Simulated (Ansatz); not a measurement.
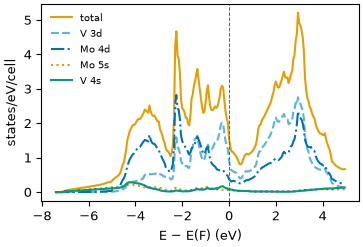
Figure: Total and projected density of states of VMo in space group Cmmm (No. 65; V on 2c, Mo on 2a), r²SCAN (plane waves, PAW; program Ansatz)

**Question.** Which orbitals carry the states next to the Fermi level?

**Answer.** Within 0.5 eV of the Fermi level: V 3d 60 %, Mo 4d 24 %, V 4s 5 %, outside the projected shells 6 %. Projections are on Löwdin-orthogonalised atomic valence shells; empty p or d shells of many metals are not among them.

**Question.** Where is the tallest occupied peak in this window, and what makes it?

**Answer.** Near -2.2 eV, about 4.7 states/eV per cell; the largest projected share is Mo 4d.

The workflow started from a Materials Project entry (that database holds measured and hypothetical structures alike); the Crystallography Open Database copy checked does not list it. With V and Mo taken as one species the cell has the higher symmetry Im-3m, so it may be an ordered model of a mixed-site phase. Its standing as an ambient phase is unchecked. The r²SCAN relaxation kept the symmetry of its start; its stability against distortions is not shown here. No spin polarisation was allowed. Spin–orbit coupling is left out wherever it is not named.

Potentials: the later of the program's two PAW sets.
